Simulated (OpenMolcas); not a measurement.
# Run report: HBr, single-point calculation (part 2 of 2)

Continued. System: HBr, multiplicity 3. Method: BLYP/cc-pVTZ, UKS (OpenMolcas 26.06). The geometry is that of the parent species in another charge or spin state. The geometry comes from this level: PBE0-D4/def2-TZVP.

Geometry of the input (Å):
```
Br -0.6032  0.2180  -0.3050
H  0.6032  -0.2180  0.3050
```

The program's output, continued:
```
   22    0.1850    0.0000         10 BR1    2px    ( 0.955),    11 BR1    2px    (-1.024),    20 BR1    2pz    (-1.539),    21 BR1    2pz    ( 1.651),

   23    0.2021    0.0000         15 BR1    2py    (-1.765),    16 BR1    2py    ( 1.855),

   24    0.2316    0.0000         27 BR1    3d1-   (-0.303),    30 BR1    3d0    ( 0.509),    33 BR1    3d1+   ( 0.399),    36 BR1    3d2+   (-0.427),

   25    0.2579    0.0000         24 BR1    3d2-   ( 0.607),    33 BR1    3d1+   ( 0.314),    36 BR1    3d2+   ( 0.330),

   26    0.2618    0.0000         24 BR1    3d2-   ( 0.474),    27 BR1    3d1-   (-0.615),    30 BR1    3d0    (-0.506),

   27    0.2631    0.0000         27 BR1    3d1-   (-0.524),    30 BR1    3d0    ( 0.429),    33 BR1    3d1+   (-0.439),    36 BR1    3d2+   ( 0.474),
                                  46 H2     1s     (-0.272),

   28    0.3446    0.0000          5 BR1    1s     (-2.338),     6 BR1    1s     ( 4.361),    46 H2     1s     (-2.931),

   29    0.5379    0.0000          6 BR1    1s     (-1.912),    44 H2     1s     ( 1.808),

--

      All orbitals with orbital energies smaller than  E(LUMO)+0.5 are printed

++    Molecular orbitals:
      -------------------

      Title: UKS-DFT orbitals (beta)

      Molecular orbitals for symmetry species 1: a

      Basis set list:
        1 BR1    1s                 13 BR1    2py                25 BR1    3d1-               37 BR1    4f3-               49 H2     2py
        2 BR1    1s                 14 BR1    2py                26 BR1    3d1-               38 BR1    4f2-               50 H2     2py
        3 BR1    1s                 15 BR1    2py                27 BR1    3d1-               39 BR1    4f1-               51 H2     2pz
        4 BR1    1s                 16 BR1    2py                28 BR1    3d0                40 BR1    4f0                52 H2     2pz
        5 BR1    1s                 17 BR1    2pz                29 BR1    3d0                41 BR1    4f1+               53 H2     3d2-
        6 BR1    1s                 18 BR1    2pz                30 BR1    3d0                42 BR1    4f2+               54 H2     3d1-
        7 BR1    2px                19 BR1    2pz                31 BR1    3d1+               43 BR1    4f3+               55 H2     3d0
        8 BR1    2px                20 BR1    2pz                32 BR1    3d1+               44 H2     1s                 56 H2     3d1+
        9 BR1    2px                21 BR1    2pz                33 BR1    3d1+               45 H2     1s                 57 H2     3d2+
       10 BR1    2px                22 BR1    3d2-               34 BR1    3d2+               46 H2     1s
       11 BR1    2px                23 BR1    3d2-               35 BR1    3d2+               47 H2     2px
       12 BR1    2py                24 BR1    3d2-               36 BR1    3d2+               48 H2     2px

  Index Energy  Occupation Coefficients ...

    1 -481.2296    1.0000          1 BR1    1s     ( 1.000),

    2  -61.9241    1.0000          2 BR1    1s     ( 1.004),

    3  -55.8494    1.0000          7 BR1    2px    (-0.509),    17 BR1    2pz    ( 0.820),

    4  -55.8461    1.0000          7 BR1    2px    ( 0.849),    17 BR1    2pz    ( 0.430),

    5  -55.8451    1.0000         12 BR1    2py    ( 0.915),

    6   -8.4848    1.0000          3 BR1    1s     ( 0.975),

    7   -6.3659    1.0000          8 BR1    2px    (-0.505),    18 BR1    2pz    ( 0.814),

    8   -6.3567    1.0000          8 BR1    2px    ( 0.844),    18 BR1    2pz    ( 0.427),

    9   -6.3504    1.0000         13 BR1    2py    ( 0.909),

   10   -2.5722    1.0000         28 BR1    3d0    ( 0.485),    31 BR1    3d1+   (-0.773),

   11   -2.5712    1.0000         25 BR1    3d1-   ( 0.362),    28 BR1    3d0    (-0.608),    31 BR1    3d1+   (-0.476),    34 BR1    3d2+   ( 0.510),

   12   -2.5665    1.0000         22 BR1    3d2-   ( 0.500),    25 BR1    3d1-   (-0.650),    28 BR1    3d0    (-0.534),

   13   -2.5604    1.0000         22 BR1    3d2-   (-0.731),    31 BR1    3d1+   (-0.379),    34 BR1    3d2+   (-0.398),

   14   -2.5599    1.0000         25 BR1    3d1-   ( 0.549),    34 BR1    3d2+   (-0.738),

   15   -0.7576    1.0000          5 BR1    1s     (-0.908),

   16   -0.3977    1.0000         10 BR1    2px    (-0.642),    20 BR1    2pz    (-0.325),    45 H2     1s     (-0.596),

   17   -0.3070    1.0000         15 BR1    2py    ( 0.853),

   18   -0.3041    0.0000         10 BR1    2px    (-0.467),    20 BR1    2pz    ( 0.752),

   19   -0.0076    0.0000         11 BR1    2px    (-0.605),    45 H2     1s     ( 0.633),    46 H2     1s     ( 1.138),

   20    0.1553    0.0000          5 BR1    1s     (-0.886),     6 BR1    1s     ( 0.730),    44 H2     1s     (-0.573),    46 H2     1s     ( 1.075),

--

++    Molecular charges:
      ------------------

      Mulliken charges per centre and basis function type
      ---------------------------------------------------

                            BR1                     H2
                     alpha        beta       alpha        beta
      1s           3.8961      3.9730      1.1096      0.2766
      2px          2.9137      2.5413      0.0102      0.0105
      2pz          2.9742      2.2752      0.0057      0.0034
      2py          2.9835      2.9014      0.0058      0.0054
      3d2+         1.0235      1.0032      0.0003      0.0003
      3d1+         1.0430      1.0044      0.0003      0.0003
      3d0          1.0068      1.0006      0.0001      0.0001
      3d1-         1.0032      1.0006      0.0001      0.0001
      3d2-         1.0193      1.0023      0.0003      0.0004
      4f3+         0.0003      0.0001      0.0000      0.0000
      4f2+         0.0011      0.0003      0.0000      0.0000
      4f1+         0.0001      0.0000      0.0000      0.0000
      4f0          0.0009      0.0002      0.0000      0.0000
      4f1-         0.0001      0.0000      0.0000      0.0000
      4f2-         0.0007      0.0002      0.0000      0.0000
      4f3-         0.0010      0.0003      0.0000      0.0000
      Total       17.8676     16.7030      1.1324      0.2970
      Total             34.5706                  1.4294

      Charge            0.4294                 -0.4294

      Total electronic charge=   36.000000

      Total            charge=   -0.000000
--

++    Molecular orbitals:
      -------------------

      Title: Natural orbitals

      Molecular orbitals for symmetry species 1: a

      Basis set list:
        1 BR1    1s                 13 BR1    2py                25 BR1    3d1-               37 BR1    4f3-               49 H2     2py
        2 BR1    1s                 14 BR1    2py                26 BR1    3d1-               38 BR1    4f2-               50 H2     2py
        3 BR1    1s                 15 BR1    2py                27 BR1    3d1-               39 BR1    4f1-               51 H2     2pz
        4 BR1    1s                 16 BR1    2py                28 BR1    3d0                40 BR1    4f0                52 H2     2pz
        5 BR1    1s                 17 BR1    2pz                29 BR1    3d0                41 BR1    4f1+               53 H2     3d2-
        6 BR1    1s                 18 BR1    2pz                30 BR1    3d0                42 BR1    4f2+               54 H2     3d1-
        7 BR1    2px                19 BR1    2pz                31 BR1    3d1+               43 BR1    4f3+               55 H2     3d0
        8 BR1    2px                20 BR1    2pz                32 BR1    3d1+               44 H2     1s                 56 H2     3d1+
        9 BR1    2px                21 BR1    2pz                33 BR1    3d1+               45 H2     1s                 57 H2     3d2+
       10 BR1    2px                22 BR1    3d2-               34 BR1    3d2+               46 H2     1s
       11 BR1    2px                23 BR1    3d2-               35 BR1    3d2+               47 H2     2px
       12 BR1    2py                24 BR1    3d2-               36 BR1    3d2+               48 H2     2px

  Index Energy  Occupation Coefficients ...

    1 -481.2310    2.0000          1 BR1    1s     ( 1.000),

    2  -61.9244    2.0000          2 BR1    1s     ( 1.004),

    3  -55.8516    2.0000          7 BR1    2px    (-0.509),    17 BR1    2pz    ( 0.820),

    4  -55.8472    2.0000          7 BR1    2px    ( 0.849),    17 BR1    2pz    ( 0.430),

    5  -55.8455    2.0000         12 BR1    2py    ( 0.915),

    6   -8.3806    2.0000          3 BR1    1s     (-0.963),

    7   -6.3155    2.0000         13 BR1    2py    ( 0.906),

    8   -6.2504    2.0000          8 BR1    2px    ( 0.826),    18 BR1    2pz    ( 0.418),

    9   -6.3457    2.0000          8 BR1    2px    (-0.504),    18 BR1    2pz    ( 0.812),

   10   -2.7249    2.0000         25 BR1    3d1-   (-0.501),    34 BR1    3d2+   ( 0.718),

   11   -2.5956    2.0000         22 BR1    3d2-   ( 0.728),    31 BR1    3d1+   ( 0.377),    34 BR1    3d2+   ( 0.396),

   12   -2.6084    2.0000         28 BR1    3d0    ( 0.495),    31 BR1    3d1+   (-0.743),

   13   -2.5700    2.0000         22 BR1    3d2-   (-0.500),    25 BR1    3d1-   ( 0.649),    28 BR1    3d0    ( 0.534),

   14   -2.5992    2.0000         25 BR1    3d1-   (-0.361),    28 BR1    3d0    ( 0.605),    31 BR1    3d1+   ( 0.474),    34 BR1    3d2+   (-0.508),

   15   -0.3177    1.9998         15 BR1    2py    ( 0.865),

   16   -0.4618    1.9996          5 BR1    1s     ( 0.506),    10 BR1    2px    (-0.588),    20 BR1    2pz    (-0.297),    45 H2     1s     (-0.491),

   17   -0.7483    1.9995          5 BR1    1s     (-0.797),    45 H2     1s     (-0.473),

   18   -0.3358    1.0000         10 BR1    2px    (-0.514),    20 BR1    2pz    ( 0.828),

   19   -0.0353    1.0000          6 BR1    1s     ( 0.553),    11 BR1    2px    ( 0.532),    45 H2     1s     (-0.714),    46 H2     1s     (-0.963),

   20    0.6931    0.0005          3 BR1    1s     ( 0.833),     5 BR1    1s     ( 1.351),     6 BR1    1s     (-1.001),    45 H2     1s     ( 1.441),
                                  46 H2     1s     (-0.739),

   21    0.6769    0.0004         45 H2     1s     ( 1.593),    46 H2     1s     (-1.601),

   22    0.8973    0.0002         15 BR1    2py    ( 1.166),    16 BR1    2py    (-1.217),

   23    0.9548    0.0000         26 BR1    3d1-   (-0.399),    29 BR1    3d0    ( 0.670),    32 BR1    3d1+   ( 0.525),    35 BR1    3d2+   (-0.562),

   24    0.9339    0.0000         23 BR1    3d2-   (-0.554),    26 BR1    3d1-   ( 0.720),    29 BR1    3d0    ( 0.592),

   25    1.4007    0.0000          6 BR1    1s     (-1.073),    32 BR1    3d1+   (-0.896),    45 H2     1s     (-1.145),    46 H2     1s     ( 1.363),

   26    1.0946    0.0000         13 BR1    2py    (-0.513),    14 BR1    2py    ( 0.871),    15 BR1    2py    (-0.894),    16 BR1    2py    ( 0.448),
                                  23 BR1    3d2-   ( 0.763),

   27    1.3363    0.0000          5 BR1    1s     ( 1.208),    44 H2     1s     (-1.750),    45 H2     1s     ( 0.964),    46 H2     1s     (-0.990),

   28    0.9172    0.0000          9 BR1    2px    ( 0.785),    18 BR1    2pz    ( 0.691),    19 BR1    2pz    (-1.265),    20 BR1    2pz    ( 0.798),

   29    0.9509    0.0000          4 BR1    1s     ( 0.631),     9 BR1    2px    ( 0.861),    11 BR1    2px    (-0.745),    46 H2     1s     ( 1.223),

   30    1.0876    0.0000         14 BR1    2py    (-2.296),    15 BR1    2py    ( 3.393),    16 BR1    2py    (-2.292),

   31    1.4439    0.0000          3 BR1    1s     ( 2.862),     4 BR1    1s     (-2.580),     5 BR1    1s     ( 4.707),     6 BR1    1s     (-2.854),

   32    2.9616    0.0000          3 BR1    1s     (-6.688),     4 BR1    1s     ( 7.240),     5 BR1    1s     (-9.369),

   33    0.6629    0.0000          6 BR1    1s     ( 1.027),     9 BR1    2px    (-0.904),    10 BR1    2px    ( 1.380),    11 BR1    2px    (-0.901),
                                  20 BR1    2pz    ( 0.698),    46 H2     1s     (-1.080),

   34    1.2954    0.0000         10 BR1    2px    ( 1.555),    19 BR1    2pz    ( 1.957),    20 BR1    2pz    (-2.506),    21 BR1    2pz    ( 1.415),

   35    0.8354    0.0000          6 BR1    1s     ( 2.109),    10 BR1    2px    ( 1.361),    44 H2     1s     (-2.245),    45 H2     1s     ( 1.211),

   36    1.3205    0.0000         10 BR1    2px    ( 2.693),    11 BR1    2px    (-1.494),    20 BR1    2pz    ( 1.362),    44 H2     1s     (-2.508),
                                  45 H2     1s     ( 1.742),

   37    0.9698    0.0000         23 BR1    3d2-   (-0.641),    24 BR1    3d2-   ( 1.149),    33 BR1    3d1+   ( 0.593),    36 BR1    3d2+   ( 0.628),
                                  50 H2     2py    (-0.614),

   38    0.7346    0.0000         10 BR1    2px    (-1.370),    11 BR1    2px    ( 1.098),    19 BR1    2pz    (-1.139),    20 BR1    2pz    ( 2.182),
                                  21 BR1    2pz    (-1.784),

   39    1.0806    0.0000         13 BR1    2py    ( 0.849),    14 BR1    2py    (-1.526),    15 BR1    2py    ( 1.078),

   40    0.9091    0.0000         10 BR1    2px    ( 0.807),    19 BR1    2pz    ( 1.011),    20 BR1    2pz    (-1.301),

   41    1.1134    0.0000         14 BR1    2py    (-1.118),    15 BR1    2py    ( 1.504),    50 H2     2py    (-1.203),

   42    0.9128    0.0000         23 BR1    3d2-   (-0.476),    24 BR1    3d2-   ( 0.674),    26 BR1    3d1-   ( 0.615),    27 BR1    3d1-   (-0.878),
                                  29 BR1    3d0    ( 0.506),    30 BR1    3d0    (-0.722),

   43    1.5052    0.0000          6 BR1    1s     (-3.388),     9 BR1    2px    (-1.803),    10 BR1    2px    ( 1.814),    11 BR1    2px    (-2.301),
                                  46 H2     1s     ( 2.011),

   44    1.0459    0.0000         21 BR1    2pz    (-0.470),    30 BR1    3d0    (-0.625),    33 BR1    3d1+   (-0.484),    36 BR1    3d2+   ( 0.509),
                                  48 H2     2px    (-0.572),    52 H2     2pz    ( 0.912),

   45    2.6853    0.0000         10 BR1    2px    ( 5.647),    44 H2     1s     (-7.872),    45 H2     1s     ( 4.239),

   46    1.6286    0.0000         10 BR1    2px    ( 5.959),    20 BR1    2pz    ( 3.013),

   47    1.5681    0.0000         37 BR1    4f3-   (-0.669),    40 BR1    4f0    ( 0.463),

   48    3.3028    0.0000         14 BR1    2py    ( 0.433),    49 H2     2py    ( 0.588),    50 H2     2py    (-0.441),    53 H2     3d2-   ( 0.675),
                                  56 H2     3d1+   ( 0.395),

   49    3.7975    0.0000          5 BR1    1s     (-2.220),    10 BR1    2px    (-3.754),    20 BR1    2pz    (-1.898),    44 H2     1s     ( 2.064),

   50    3.3025    0.0000         44 H2     1s     (-4.215),    45 H2     1s     ( 3.957),

   51    2.9988    0.0000         44 H2     1s     ( 2.761),    45 H2     1s     (-2.653),

   52    1.6992    0.0000         39 BR1    4f1-   (-0.491),    41 BR1    4f1+   ( 0.638),    42 BR1    4f2+   ( 0.515),    52 H2     2pz    (-0.586),

   53    3.0177    0.0000         53 H2     3d2-   ( 0.483),    54 H2     3d1-   (-0.638),    55 H2     3d0    (-0.527),

   54    2.5346    0.0000         15 BR1    2py    ( 0.285),    20 BR1    2pz    ( 0.369),    37 BR1    4f3-   ( 0.412),    42 BR1    4f2+   ( 0.327),
                                  43 BR1    4f3+   ( 0.526),    47 H2     2px    (-0.377),    49 H2     2py    (-0.382),    51 H2     2pz    ( 0.473),
                                  52 H2     2pz    (-0.480),    55 H2     3d0    ( 0.375),

   55    3.1192    0.0000         30 BR1    3d0    (-0.383),    36 BR1    3d2+   ( 0.422),    38 BR1    4f2-   ( 0.452),    43 BR1    4f3+   ( 0.611),
                                  48 H2     2px    (-0.511),    50 H2     2py    (-0.395),    52 H2     2pz    ( 0.727),    54 H2     3d1-   ( 0.427),
                                  55 H2     3d0    (-0.502),    56 H2     3d1+   (-0.413),    57 H2     3d2+   ( 0.545),

   56    3.1106    0.0000         47 H2     2px    (-0.512),    51 H2     2pz    ( 0.811),

   57    3.2953    0.0000         49 H2     2py    ( 0.949),    50 H2     2py    (-0.644),    51 H2     2pz    ( 0.496),

--

++    Molecular properties:
      ---------------------

      Charge (e):
                      =   -0.0000
      Dipole Moment (debye):
      Origin of the operator (angstrom)=   -0.5880    0.2125   -0.2974
                   X= -1.1226E+00               Y=  4.0564E-01               Z= -5.6772E-01           Total=  1.3218E+00
      Quadrupole Moment (debye*angstrom):
      Origin of the operator (angstrom)=   -0.5880    0.2125   -0.2974
                  XX= -2.3593E+01              XY=  1.8950E+00              XZ= -3.2503E+00              YY= -2.0349E+01
                  YZ=  2.3413E-01              ZZ= -1.9326E+01
      In traceless form (debye*angstrom)
                  XX= -3.7550E+00              XY=  2.8426E+00              XZ= -4.8754E+00              YY=  1.1108E+00
                  YZ=  3.5120E-01              ZZ=  2.6442E+00
--

--- Stop Module: scf /rc=_RC_ALL_IS_WELL_ ---
--- Module scf spent 15 seconds ---

.##################.
.# Happy landing! #.
.##################.

    Timing: Wall=16.43 User=14.75 System=1.48
```

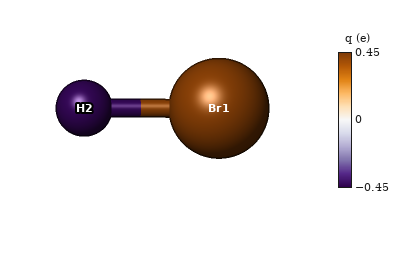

**Figure 1.** Mulliken charges, as the colour of each atom (ball-and-stick view, seen on its broad side; atoms are numbered from 1 in the order of the input). By element: Br +0.43 and H −0.43 e.

Summary:

| quantity | value |
| --- | --- |
| outcome | converged |
| total energy | −2574.599079 hartree |
| basis functions | 57 |
| ⟨S²⟩ | 2.002 |
| dipole moment | 1.32 debye |
| wall time | 17 s |
| peak memory | 0.39 GiB |
